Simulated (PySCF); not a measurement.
# One shape, several levels: AlPNH4OF (SMILES [NH2][Al]([F])[PH]O)

Wanted: a comparison of 4 runs (HF/STO-3G, HF/def2-SVP, PBE0/def2-SVP, MP2/aug-cc-pVDZ) of AlPNH4OF. Input form: a Python script.

The results are computed with PySCF 2.14.0.

**1. The structure to begin with**

AlPNH4OF has 9 atoms, charge 0, and is taken as a singlet. SMILES: `[NH2][Al]([F])[PH]O`. The coordinates come from a PBE0-D4/def2-TZVP relaxation. This is one conformer, not always the lowest.

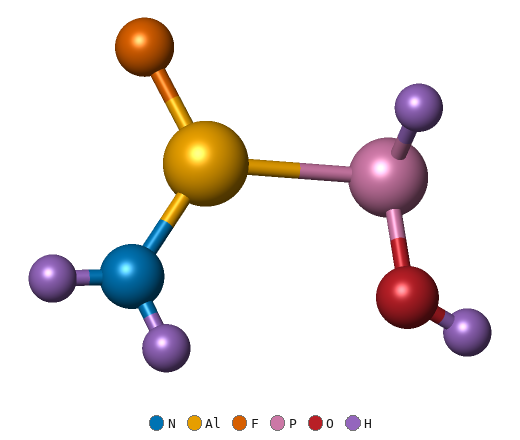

The structure, seen from a chosen angle (nitrogen blue, aluminium amber, fluorine orange, phosphorus pink, oxygen red, hydrogen purple).

**2. Energy and forces at HF/STO-3G (run 1)**

The input, job.py:

```python
import pyscf.grad
from pyscf import gto

mol = gto.M(
    atom='''
N      1.489200     1.004600    -0.185800
Al     0.882400    -0.572900     0.285200
F      1.905300    -1.677400     0.966000
P     -1.322700    -1.196100    -0.158400
O     -1.889900     0.351100    -0.471500
H      0.893900     1.722700    -0.565900
H      2.431700     1.338900    -0.072400
H     -1.643200    -1.310200     1.230300
H     -2.658100     0.293000    -1.044600
''',
    verbose=4,
    max_memory=1860,
    charge=0,
    basis='sto-3g',
    spin=0,
)

hf = mol.RHF()
hf.conv_tol = 1e-10
hf.kernel()
if not hf.converged:
    hf = hf.newton().run(hf.mo_coeff, hf.mo_occ)

e_tot = hf.e_tot
print('Final energy', e_tot)
grad = hf.Gradients().kernel()
hf.analyze()
```

On the command line:

```bash
$ OMP_NUM_THREADS=1 python job.py
```

What it wrote:

```text
PySCF version 2.14.0

[... 63 lines left out ...]
converged SCF energy = -803.948870157765
[... 15 lines left out ...]
One-electron Energy =                -1674.977519102547603
[... 5 lines left out ...]
MO #1   energy= -78.8911782400868  occ= 2
[... 3 lines left out ...]
MO #5   energy= -15.1945104308725  occ= 2
[... 3 lines left out ...]
MO #9   energy= -5.03549962765746  occ= 2
[... 3 lines left out ...]
MO #13  energy= -2.96792539835807  occ= 2
[... 3 lines left out ...]
MO #17  energy= -0.739758525504851 occ= 2
[... 3 lines left out ...]
MO #21  energy= -0.444861811438958 occ= 2
[... 3 lines left out ...]
MO #25  energy= -0.381668862454228 occ= 2
[... 3 lines left out ...]
MO #29  energy= 0.350884976489572  occ= 0
[... 3 lines left out ...]
MO #33  energy= 0.615381901631137  occ= 0
[... 3 lines left out ...]
MO #37  energy= 0.839706396000199  occ= 0
[... 10 lines left out ...]
pop of  1 Al 2px          1.99862
pop of  1 Al 2py          1.99881
pop of  1 Al 2pz          1.99893
pop of  1 Al 3px          0.55941
pop of  1 Al 3py          0.48192
pop of  1 Al 3pz          0.27895
pop of  2 F 1s            1.99996
pop of  2 F 2s            1.88854
pop of  2 F 2px           1.79490
pop of  2 F 2py           1.76853
pop of  2 F 2pz           1.85229
pop of  3 P 1s            1.99998
pop of  3 P 2s            1.99808
pop of  3 P 3s            1.67293
pop of  3 P 2px           1.99919
pop of  3 P 2py           1.99930
pop of  3 P 2pz           1.99904
pop of  3 P 3px           1.09243
pop of  3 P 3py           1.01300
pop of  3 P 3pz           1.02284
pop of  4 O 1s            1.99991
pop of  4 O 2s            1.72600
pop of  4 O 2px           1.46915
pop of  4 O 2py           1.44729
pop of  4 O 2pz           1.70868
pop of  5 H 1s            0.90504
pop of  6 H 1s            0.90916
pop of  7 H 1s            1.13319
pop of  8 H 1s            0.88463
 ** Mulliken atomic charges  **
charge of    0N =     -0.46696
charge of    1Al =      0.75103
charge of    2F =     -0.30422
charge of    3P =      0.20320
charge of    4O =     -0.35104
charge of    5H =      0.09496
charge of    6H =      0.09084
charge of    7H =     -0.13319
charge of    8H =      0.11537
Dipole moment(X, Y, Z, Debye): -0.23786,  0.32286, -0.44515
```

Run time: 2.2 s. Hardware: 1 thread of Arm Neoverse V1, shared host; peak memory 0.12 GiB.

**3. Energy and gradient at HF/def2-SVP (run 2)**

The input, input.py:

```python
from pyscf import gto, scf

system = gto.M(
    atom=[
    ('N', (1.489200, 1.004600, -0.185800)),
    ('Al', (0.882400, -0.572900, 0.285200)),
    ('F', (1.905300, -1.677400, 0.966000)),
    ('P', (-1.322700, -1.196100, -0.158400)),
    ('O', (-1.889900, 0.351100, -0.471500)),
    ('H', (0.893900, 1.722700, -0.565900)),
    ('H', (2.431700, 1.338900, -0.072400)),
    ('H', (-1.643200, -1.310200, 1.230300)),
    ('H', (-2.658100, 0.293000, -1.044600)),
],
    max_memory=1860,
    spin=0,
    verbose=3,
    charge=0,
    basis='def2-svp',
)

mf = scf.RHF(system)
mf.conv_tol = 1e-10
mf.kernel()
if not mf.converged:
    mf = mf.newton().run(mf.mo_coeff, mf.mo_occ)

e_tot = mf.e_tot
print('Final energy', e_tot)
grad = mf.nuc_grad_method().kernel()
mf.analyze()
```

On the command line:

```bash
$ OMP_NUM_THREADS=1 python input.py
```

What it wrote:

```text
converged SCF energy = -813.495751886846
[... 17 lines left out ...]
MO #8   energy= -5.39937086334787  occ= 2
[... 8 lines left out ...]
MO #17  energy= -0.826608253952382 occ= 2
[... 8 lines left out ...]
MO #26  energy= -0.423125140941345 occ= 2
[... 8 lines left out ...]
MO #35  energy= 0.252295514836895  occ= 0
[... 8 lines left out ...]
MO #44  energy= 0.613247917834641  occ= 0
[... 8 lines left out ...]
MO #53  energy= 0.905365080075056  occ= 0
[... 8 lines left out ...]
MO #62  energy= 1.26915322494775   occ= 0
[... 8 lines left out ...]
MO #71  energy= 1.70182206558788   occ= 0
[... 8 lines left out ...]
MO #80  energy= 2.42536034031513   occ= 0
[... 8 lines left out ...]
MO #89  energy= 3.32959898930973   occ= 0
[... 8 lines left out ...]
MO #98  energy= 4.10435870316467   occ= 0
[... 10 lines left out ...]
Dipole moment(X, Y, Z, Debye): -0.88067,  1.56652, -0.94652
```

Run time: 7.5 s. Hardware: 1 thread of Arm Neoverse V1, shared host; peak memory 0.21 GiB.

**4. Energy and gradient at PBE0/def2-SVP (run 3)**

The input, run.py:

```python
import pyscf.grad
from pyscf import gto, dft

molecule = gto.Mole()
molecule.atom = '''
N      2.814180     1.898419    -0.351111
Al     1.667494    -1.082624     0.538950
F      3.600495    -3.169827     1.825475
P     -2.499541    -2.260301    -0.299333
O     -3.571393     0.663483    -0.891006
H      1.689226     3.255431    -1.069396
H      4.595247     2.530154    -0.136816
H     -3.105198    -2.475919     2.324930
H     -5.023081     0.553690    -1.974008
'''
molecule.verbose = 4
molecule.unit = 'bohr'
molecule.max_memory = 1860
molecule.basis = 'def2-svp'
molecule.build()

mf = dft.RKS(molecule)
mf.xc = 'pbe0'
mf.grids.level = 5
mf.conv_tol = 1e-10
mf.kernel()
if not mf.converged:
    mf = mf.newton().run(mf.mo_coeff, mf.mo_occ)

energy = mf.e_tot
print('E(%s) = %.9f' % ('PBE0', energy))
grad = mf.Gradients().kernel()
mf.analyze()
```

On the command line:

```bash
$ OMP_NUM_THREADS=1 python run.py
```

What it wrote:

```text
PySCF version 2.14.0

[... 97 lines left out ...]
Two-electron Coulomb Energy =          657.613031115812191
[... 10 lines left out ...]
MO #8   energy= -4.76254462664597  occ= 2
[... 8 lines left out ...]
MO #17  energy= -0.641574546493453 occ= 2
[... 8 lines left out ...]
MO #26  energy= -0.294763486887072 occ= 2
[... 8 lines left out ...]
MO #35  energy= 0.12830002109372   occ= 0
[... 8 lines left out ...]
MO #44  energy= 0.438333543931003  occ= 0
[... 8 lines left out ...]
MO #53  energy= 0.68537118559877   occ= 0
[... 8 lines left out ...]
MO #62  energy= 1.00839196774049   occ= 0
[... 8 lines left out ...]
MO #71  energy= 1.41235142106021   occ= 0
[... 8 lines left out ...]
MO #80  energy= 2.13994454271987   occ= 0
[... 8 lines left out ...]
MO #89  energy= 2.96652924562019   occ= 0
[... 8 lines left out ...]
MO #98  energy= 3.71306417276228   occ= 0
[... 71 lines left out ...]
pop of  4 O 2pz           1.76655
pop of  4 O 3px           0.00453
pop of  4 O 3py           0.00158
pop of  4 O 3pz           0.00424
pop of  4 O 3dxy          0.00132
pop of  4 O 3dyz          0.00122
pop of  4 O 3dz^2         0.00090
pop of  4 O 3dxz          0.00234
pop of  4 O 3dx2-y2       0.00223
pop of  5 H 1s            0.75819
pop of  5 H 2s            0.00995
pop of  5 H 2px           0.00061
pop of  5 H 2py           0.00085
pop of  5 H 2pz           0.00138
pop of  6 H 1s            0.76599
pop of  6 H 2s            0.00973
pop of  6 H 2px           0.00119
pop of  6 H 2py           0.00040
pop of  6 H 2pz           0.00122
pop of  7 H 1s            0.99943
pop of  7 H 2s            0.00637
pop of  7 H 2px           0.00061
pop of  7 H 2py           0.00038
pop of  7 H 2pz           0.00361
pop of  8 H 1s            0.65182
pop of  8 H 2s            0.01366
pop of  8 H 2px           0.00174
pop of  8 H 2py           0.00111
pop of  8 H 2pz           0.00180
 ** Mulliken atomic charges  **
charge of    0N =     -0.69327
charge of    1Al =      0.93438
charge of    2F =     -0.50018
charge of    3P =      0.14412
charge of    4O =     -0.65500
charge of    5H =      0.22901
charge of    6H =      0.22148
charge of    7H =     -0.01041
charge of    8H =      0.32987
Dipole moment(X, Y, Z, Debye): -0.91747,  1.81403, -0.99716
```

Wall time 72 s (1 thread of Arm Neoverse V1, shared host); peak memory 0.97 GiB.

**5. Energy and forces at MP2/aug-cc-pVDZ (run 4)**

The input, calc.py:

```python
# [NH2][Al]([F])[PH]O
from pyscf import gto, mp

mol = gto.M(
    atom='''
N      2.814180     1.898419    -0.351111
Al     1.667494    -1.082624     0.538950
F      3.600495    -3.169827     1.825475
P     -2.499541    -2.260301    -0.299333
O     -3.571393     0.663483    -0.891006
H      1.689226     3.255431    -1.069396
H      4.595247     2.530154    -0.136816
H     -3.105198    -2.475919     2.324930
H     -5.023081     0.553690    -1.974008
''',
    charge=0,
    unit='bohr',
    spin=0,
    verbose=4,
    basis='aug-cc-pvdz',
    max_memory=1860,
)

mf = mol.RHF()
mf.conv_tol = 1e-10
mf.kernel()
if not mf.converged:
    mf = mf.newton().run(mf.mo_coeff, mf.mo_occ)

pt = mp.MP2(mf, frozen=13).run()
energy = pt.e_tot
print('E(%s) = %.9f' % ('MP2', energy))
grad = pt.nuc_grad_method().kernel()
mf.analyze()
```

On the command line:

```bash
$ OMP_NUM_THREADS=1 python calc.py
```

What it wrote:

```text
PySCF version 2.14.0

[... 98 lines left out ...]
MO #5   energy= -15.5430064624     occ= 2
[... 13 lines left out ...]
MO #19  energy= -0.667066638136411 occ= 2
[... 13 lines left out ...]
MO #33  energy= 0.0571664591215786 occ= 0
[... 13 lines left out ...]
MO #47  energy= 0.2043552902984    occ= 0
[... 13 lines left out ...]
MO #61  energy= 0.362513638102016  occ= 0
[... 13 lines left out ...]
MO #75  energy= 0.516321022464879  occ= 0
[... 13 lines left out ...]
MO #89  energy= 0.722903291958092  occ= 0
[... 13 lines left out ...]
MO #103 energy= 1.05071890437971   occ= 0
[... 13 lines left out ...]
MO #117 energy= 1.53715516547755   occ= 0
[... 13 lines left out ...]
MO #131 energy= 2.19134217480811   occ= 0
[... 13 lines left out ...]
MO #145 energy= 2.86024996252968   occ= 0
[... 13 lines left out ...]
MO #159 energy= 5.14635550367537   occ= 0
[... 132 lines left out ...]
pop of  5 H 3py           0.00051
pop of  5 H 3pz           0.00157
pop of  6 H 1s            0.75550
pop of  6 H 2s            0.00413
pop of  6 H 3s            0.00246
pop of  6 H 2px           0.00246
pop of  6 H 2py           0.00107
pop of  6 H 2pz           0.00478
pop of  6 H 3px           0.00031
pop of  6 H 3py           0.00047
pop of  6 H 3pz           0.00168
pop of  7 H 1s            1.02278
pop of  7 H 2s            0.00460
pop of  7 H 3s            0.00138
pop of  7 H 2px           0.00168
pop of  7 H 2py           0.00077
pop of  7 H 2pz           0.00349
pop of  7 H 3px           0.00063
pop of  7 H 3py           0.00051
pop of  7 H 3pz           0.00176
pop of  8 H 1s            0.62917
pop of  8 H 2s            0.00973
pop of  8 H 3s            0.00452
pop of  8 H 2px           0.00368
pop of  8 H 2py           0.00149
pop of  8 H 2pz           0.00369
pop of  8 H 3px           0.00108
pop of  8 H 3py           0.00094
pop of  8 H 3pz           0.00076
 ** Mulliken atomic charges  **
charge of    0N =     -0.77295
charge of    1Al =      1.14999
charge of    2F =     -0.62224
charge of    3P =      0.22324
charge of    4O =     -0.74585
charge of    5H =      0.23332
charge of    6H =      0.22715
charge of    7H =     -0.03760
charge of    8H =      0.34494
Dipole moment(X, Y, Z, Debye): -1.04524,  1.64488, -0.89953
```

Wall time 2.9 min (1 thread of Arm Neoverse V1, shared host); peak memory 2 GiB.

**6. All runs side by side**

```
run            level  integration grid  frozen core orbitals  energy (Eh)  dipole moment (D) of the reference  HOMO energy (eV)  LUMO energy (eV)  wall time
  1        HF/STO-3G                 –                     –  -803.948870                                0.60             -6.10              9.55      2.2 s
  2      HF/def2-SVP                 –                     –  -813.495752                                2.03             -9.43              2.79      7.5 s
  3    PBE0/def2-SVP                 5                     –  -815.282814                                2.26             -6.73             -0.29       72 s
  4  MP2/aug-cc-pVDZ                 –                    13  -814.683906                                2.15             -9.57              0.74    2.9 min
```

**7. Outcome**

| quantity | value |
| --- | --- |
| run 4: total energy | -814.68391 Eh |
| run 4: dipole moment (Hartree–Fock density) | 2.15 D |
| run 4: HOMO energy (Hartree–Fock orbitals) | -9.57 eV |
| run 4: LUMO energy (Hartree–Fock orbitals) | 0.74 eV |
| run 4: HOMO–LUMO gap (Hartree–Fock orbitals) | 10.31 eV |
| run 4: correlation energy (13 core orbitals frozen) | -778.0 mEh |
| run 4: largest force on an atom | 1.655 eV/Å |

**Reading.** Over runs 1, 2, 3 the dipole moment (its size) runs from 0.60 D (HF/STO-3G) to 2.26 D (PBE0/def2-SVP). The two ends differ in method and basis. Over runs 1, 2, 3 the HOMO–LUMO gap runs from 6.44 eV (PBE0/def2-SVP) to 15.65 eV (HF/STO-3G). In run 1 the basis is minimal, so the values are rough. All runs together took 4.3 min, the longest 2.9 min.
